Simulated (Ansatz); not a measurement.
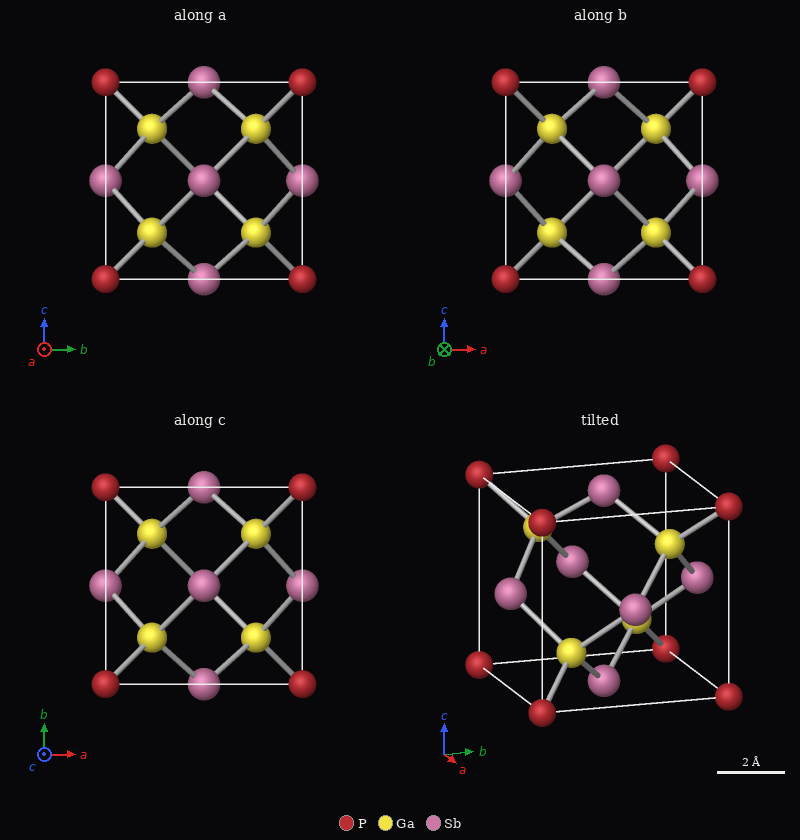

The image is a ball-and-stick drawing of a crystal, viewed along the a axis, along the b axis, along the c axis and slightly off an axis. The wireframe shows the conventional unit cell.

Lattice parameters: a = 5.9613 Å, b = 5.9613 Å, c = 5.9613 Å, α = 90.000°, β = 90.000°, γ = 90.000°.

> Put the structure into a CIF with its space group and independent sites, with free fractional coordinates to two decimals.

```cif
data_structure
_symmetry_space_group_name_H-M 'P -4 3 m'
_symmetry_Int_Tables_number 215
_cell_length_a 5.9613
_cell_length_b 5.9613
_cell_length_c 5.9613
_cell_angle_alpha 90.000
_cell_angle_beta 90.000
_cell_angle_gamma 90.000
_cell_volume 211.85
loop_
_atom_site_label
_atom_site_type_symbol
_atom_site_symmetry_multiplicity
_atom_site_Wyckoff_symbol
_atom_site_fract_x
_atom_site_fract_y
_atom_site_fract_z
_atom_site_occupancy
P1 P 1 a 0.00 0.00 0.00 1
Ga1 Ga 4 e 0.76 0.76 0.76 1
Sb1 Sb 3 c 0.50 0.50 0.00 1
```

Provenance: a structure type filled with these elements by a generator (whether the compound takes this form wasn't checked). Earlier steps of the study, as a rule a relaxation of our own, may have changed the cell and positions, so they can lie some per cent off the listed ones. It was run through Ansatz as a DFT input.
